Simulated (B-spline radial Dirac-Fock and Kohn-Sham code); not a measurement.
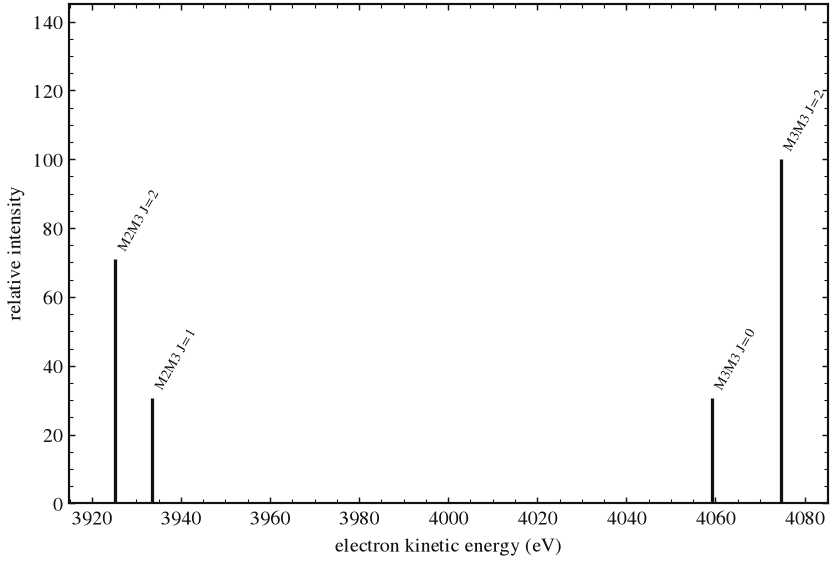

The Auger multiplet of an L3 hole with both final holes in M23, lines labelled by the leading pair of holes and J, as sticks. Kinetic energies count from the vacuum level; very weak lines are left out. Lines are named by their largest jj component, which in light atoms can differ from the customary names. Species: neutral gadolinium in the configuration [Xe] 4f6 5d2 6s2, which is not the ground configuration. Level of theory: Dirac–Fock ΔSCF energies in intermediate coupling of the two holes, Coulomb rates, valence shells as spectators; calculated with a B-spline radial code.

### Which line is strongest?

L3-M3M3 J=2 at 4.075 keV, 43 % of the multiplet.

### Which of the lines shown has the highest kinetic energy, and why?

L3-M3M3 J=2 at 4.075 keV: its two-hole final state is the least tightly bound of those shown, so the most energy is left to the electron.

### How wide is the L3 level from this decay?

0.364 eV from this multiplet.
